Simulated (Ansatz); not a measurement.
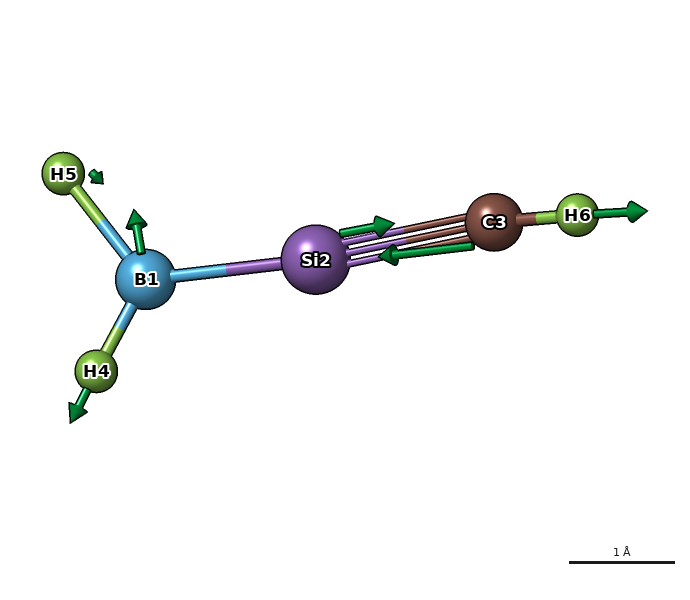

Arrows show the forces on the atoms, 0.06 Å of arrow for 1 eV/Å; forces under a tenth of the largest aren't drawn. Level of theory: ωB97M-V/def2-TZVPP (Ansatz 0.2.0).

On which atom is the force largest, and how large is it?

Answer. On C3: 17.19 eV/Å.

List the force components in the frame of the picture (x right, y up, z towards the viewer), in eV/Å.

```
atom      Fx     Fy     Fz
  B1   −1.22   7.23  −2.52
 Si2    8.76   1.67   3.65
  C3  −15.30  −1.79  −7.63
  H4   −2.84  −5.66   0.92
  H5    1.99  −1.98   0.81
  H6    8.62   0.52   4.78
```
